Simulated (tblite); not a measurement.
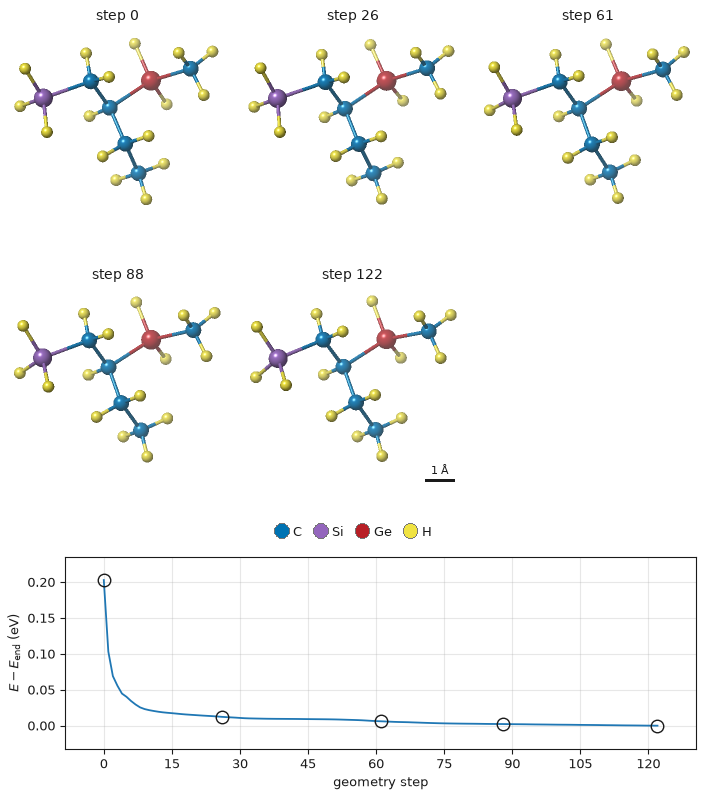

Frames of a relaxation of C5H16GeSi, marked on the history of the run. The picture is a ball-and-stick view, seen at a tilt.

These are results of GFN2-xTB geometry optimisation, gas phase (tblite 0.8.0), not measurements. 

> Describe the path.

The atom that moves furthest after the best rigid fit is an H atom (0.50 Å). Largest moves by element: H 0.50 Å, C 0.17 Å, Si 0.13 Å, Ge 0.03 Å. Near-neighbour distances that change, for instance: Ge–H 1.546 → 1.512 Å, C–Ge 1.940 → 1.972 Å, C–Ge 1.975 → 2.007 Å, C–C 1.552 → 1.524 Å. Bond angles that change, for instance: H–Ge–H 108.6° → 104.4°, C–Ge–H 110.5° → 113.6°, C–C–Ge 110.1° → 112.4°. After 122 geometry steps the energy has fallen by 0.203 eV. From step 0 to 26: an H atom moves most (0.15 Å), energy −0.191 eV. From step 26 to 61: H atoms move most (0.16 Å), energy −0.006 eV. From step 61 to 88: H atoms move most (0.16 Å), energy −0.004 eV. From step 88 to 122: an H atom moves most (0.17 Å), energy −0.002 eV.
